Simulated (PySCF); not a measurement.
**H$_{6}$Si$_{6}$: density, localisation and related maps**

Input

```
{"job": {"kind": "uv", "xc": "wB97X-D", "basis": "def2-SVPD", "ip": false, "nstates": 10}, "charge": 0, "multiplicity": 1}
Si    -1.513341     0.730191    -0.623023
H     -2.774377     1.342495    -1.146415
Si    -0.827453    -1.522947    -0.494105
H     -1.536296    -2.778289    -0.896151
Si     0.435985     0.023465    -1.749315
H      0.806969     0.038006    -3.198958
Si     1.723649     0.520313     0.170121
H      3.148822     0.957858     0.298027
Si    -0.224595     1.230854     1.294912
H     -0.407718     2.263587     2.362351
Si     0.458747    -1.023850     1.425523
H      0.825080    -1.864453     2.608035
```

Run with:

```sh
OMP_NUM_THREADS=1 python probes_run.py task.json out
```

Geometry: PBE0-D3(BJ)/def2-SVP.

The calculation used PySCF 2.14.0, wB97X-D/def2-SVPD, SCF density, gas phase.

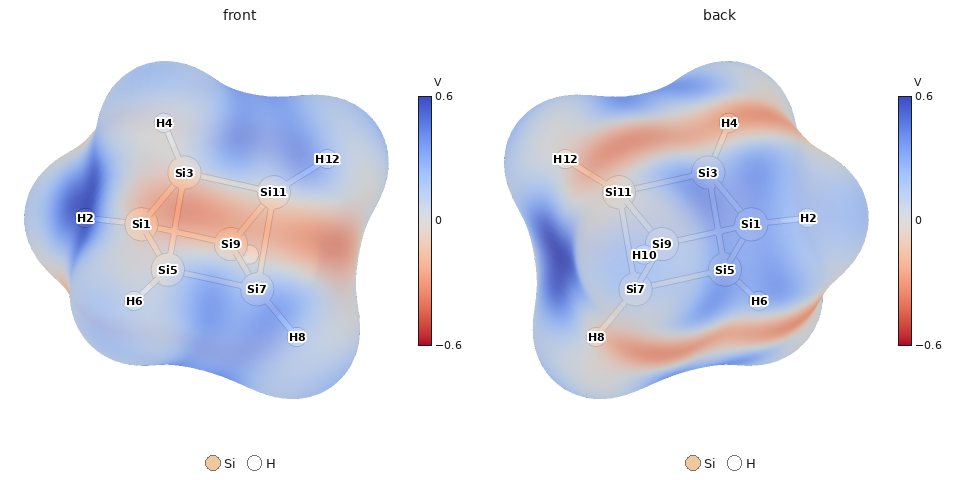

Figure 1. The molecular electrostatic potential painted on the density surface at 0.001 e/bohr³, seen from the front and from behind; the colour scale runs from red (negative) to blue (positive).

**Describe the electrostatic potential map.**

The most negative region (about −0.3 V) lies over H4, the most positive (about +0.6 V, or +14 kcal/mol for a unit charge) over the Si atoms.

**How polar is the molecule by this calculation?**

Its dipole moment is zero.

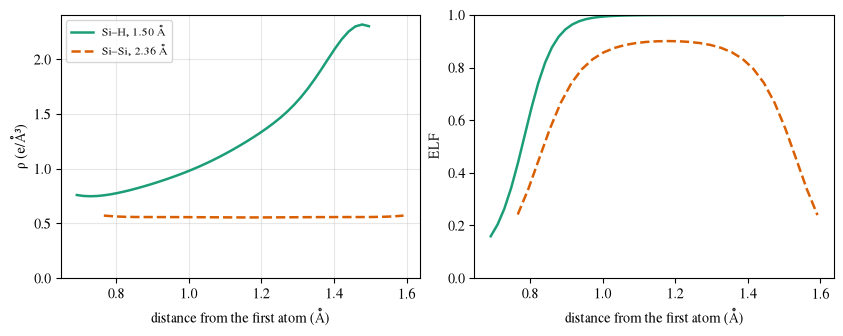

Figure 2. Total electron density and ELF along straight lines between neighbouring atoms. The curves leave out the atomic cores.

**What can be read from the curves?**

Si–H (1.50 Å): the density is about 0.75 e/Å³ at the midpoint; the ELF climbs to about 1 towards the hydrogen, as it does in any bond to H.
Si–Si (2.36 Å): the density is about 0.55 e/Å³ at the midpoint; the ELF peaks at about 0.90 between the atoms (localised, covalent bonding).
